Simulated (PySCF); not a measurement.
**A series of small molecules: fluoroboranes BH(3-n)F(n)**

Gas-phase molecules at GFN2-xTB geometries (not checked as minima at the level of the calculation), PBE/def2-TZVP with PySCF. The ionisation energy is E(cation) − E(neutral) at fixed geometry, without spin-orbit coupling; where the highest orbital is degenerate, the cation is one component. LUMO energies depend on the basis. GFN2-xTB bonds to atoms past the second row can be off by 0.02 to 0.07 Å and angles by up to several degrees, which can move orbital and ionisation energies by up to 0.5 eV and charges by 0.01 to 0.02 e, so small steps and misses may come from the geometries. Volumes are summed on a coarse grid and good to about 2 %.

```json
{"molecule": "BH3", "n": "0", "Hirshfeld charge of the central atom (e)": "0.155", "HOMO energy (eV)": "−8.54", "vertical ionisation energy (eV)": "13.01", "HOMO–LUMO gap (eV)": "5.52", "volume inside the 0.001 a.u. surface (Å³)": "43"}
{"molecule": "BH2F", "n": "1", "Hirshfeld charge of the central atom (e)": "0.214", "HOMO energy (eV)": "−7.75", "vertical ionisation energy (eV)": "12.12", "HOMO–LUMO gap (eV)": "5.60", "volume inside the 0.001 a.u. surface (Å³)": "48"}
{"molecule": "BHF2", "n": "2", "Hirshfeld charge of the central atom (e)": "?", "HOMO energy (eV)": "?", "vertical ionisation energy (eV)": "?", "HOMO–LUMO gap (eV)": "?", "volume inside the 0.001 a.u. surface (Å³)": "?"}
{"molecule": "BF3", "n": "3", "Hirshfeld charge of the central atom (e)": "0.365", "HOMO energy (eV)": "−9.97", "vertical ionisation energy (eV)": "14.42", "HOMO–LUMO gap (eV)": "9.68", "volume inside the 0.001 a.u. surface (Å³)": "55"}
```

The results for BHF2 are withheld.

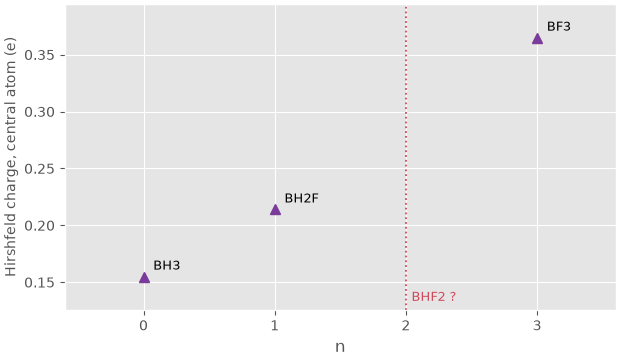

> Estimate the Hirshfeld charge of the central atom for BHF2 from its trend with n.

A least-squares line through the three given members is y = 0.150 + 0.071 x, with R² = 1.00 and a scatter of 0.009 e; BH2F lies farthest from it (−0.007 e). At x = 2 it gives 0.292 e. For a new member the 90 % prediction interval is ±0.067 e, wide since three points leave one degree of freedom.

> What did the calculation give?

The calculation gives 0.276 e, 0.016 e below the estimate (1.8 times the scatter, 8 % of the range of the series): inside the prediction interval. Its other results: HOMO energy −9.21 eV, vertical ionisation energy 13.62 eV, HOMO–LUMO gap 7.90 eV and volume inside the 0.001 a.u. surface 52 Å³.

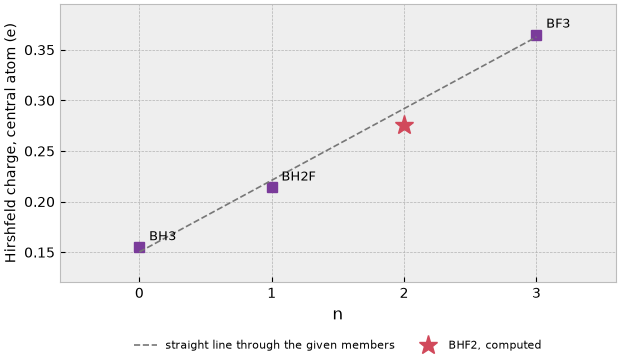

Over the series −ε(HOMO) lies 4.37 to 4.47 eV below the ionisation energy from total-energy differences, since this functional puts filled levels too high (delocalisation error). The pairing was chosen among those with R² above 0.96; series and pairings with weaker trends are left out of this set.

The single runs took from 2.2 s to 44 s, on 1 thread of shared hosts (AMD EPYC 9R45 96-Core Processor (Zen 5), Arm Neoverse V1 and Arm Neoverse V2).
